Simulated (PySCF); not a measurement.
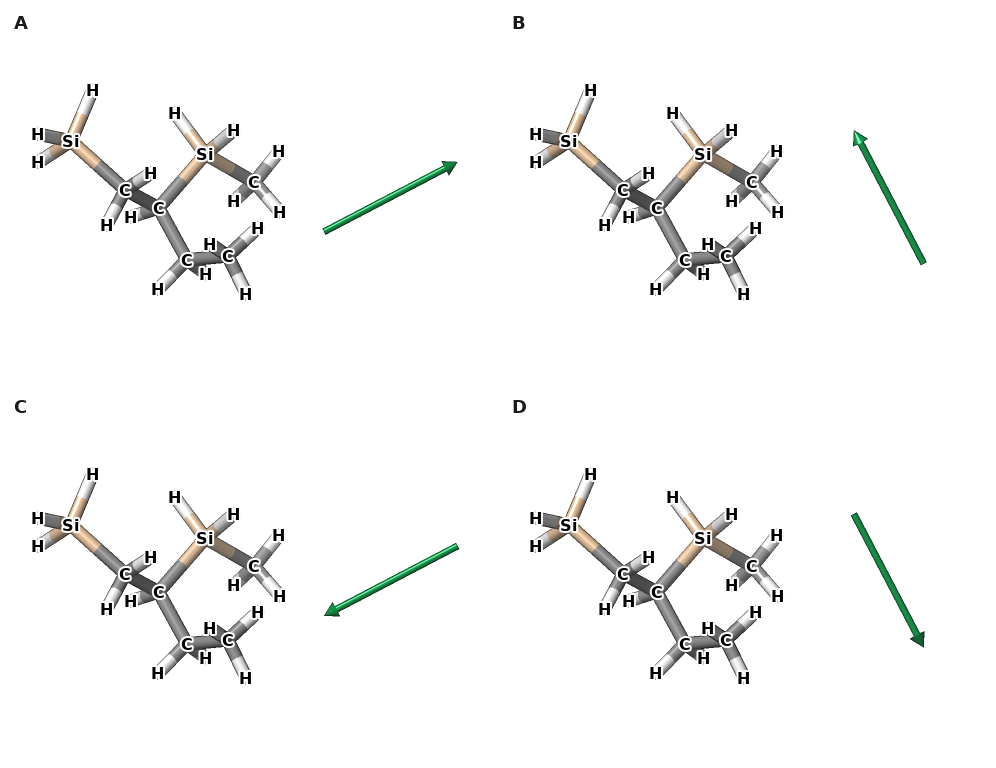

The same molecule four times, each with an arrow. Computed geometry: GFN2-xTB optimisation. No frequency run is at hand to confirm it as a minimum. Level of theory: PBE0/pcSseg-1, gas phase (PySCF 2.14.0).

> Which arrow points along the dipole moment, from the negative to the positive end?

D. The dipole moment is 1.16 D.

The geometry is semi-empirical. Around Si such bond lengths and angles can be off by a tenth of an ångström or more and by several degrees, and values that hang on the shape move with them.
